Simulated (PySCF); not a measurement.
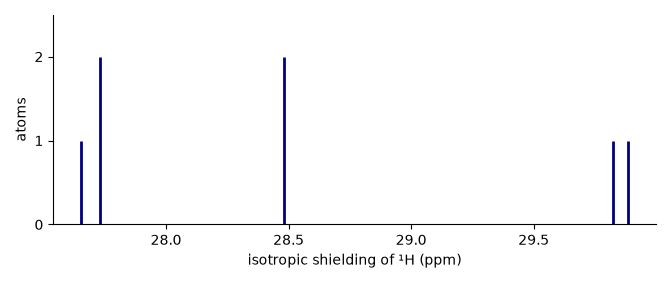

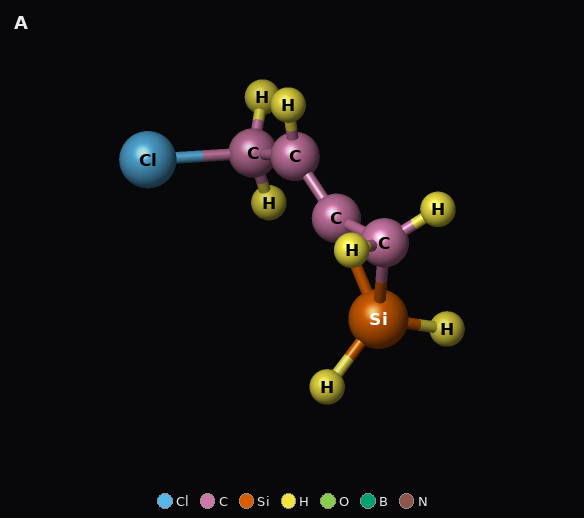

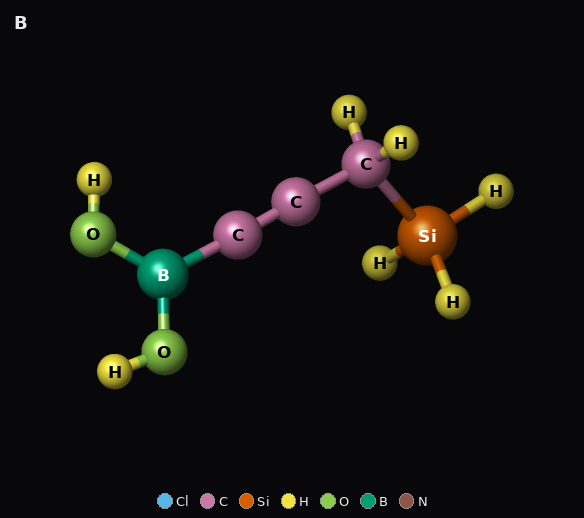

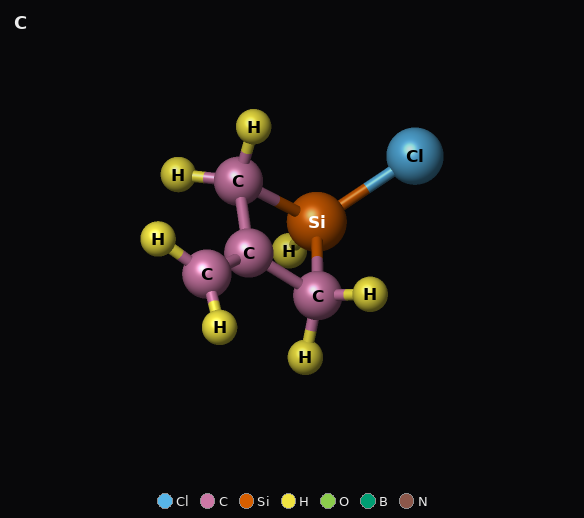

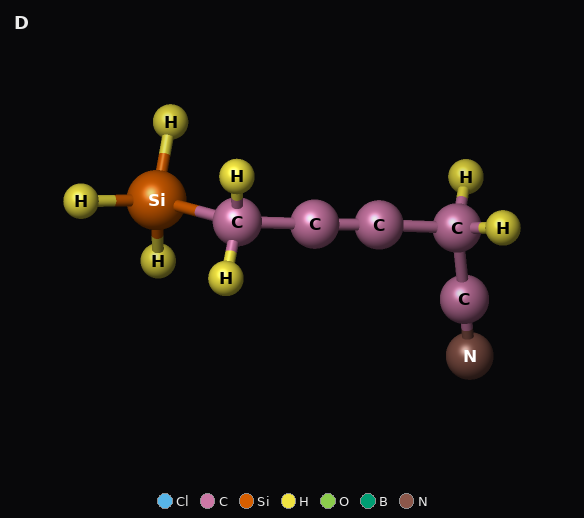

The sticks are computed shieldings of one of the molecules, for one fixed geometry (GFN2-xTB) without averaging over rotations. Low shielding means a high chemical shift. Method: GIAO PBE0/pcSseg-1 NMR shielding, non-relativistic, gas phase (PySCF 2.14.0).

Question: Match the spectrum to a structure.

Answer: D, `N#CCC#CC[SiH3]`. Its 7 H atoms give lines at 27.65, 27.73 (2 atoms), 28.48 (2 atoms), 29.83, 29.89 ppm.

The geometry is semi-empirical. Around B, Si such bond lengths and angles can be off by a tenth of an ångström or more and by several degrees, and values that hang on the shape move with them.
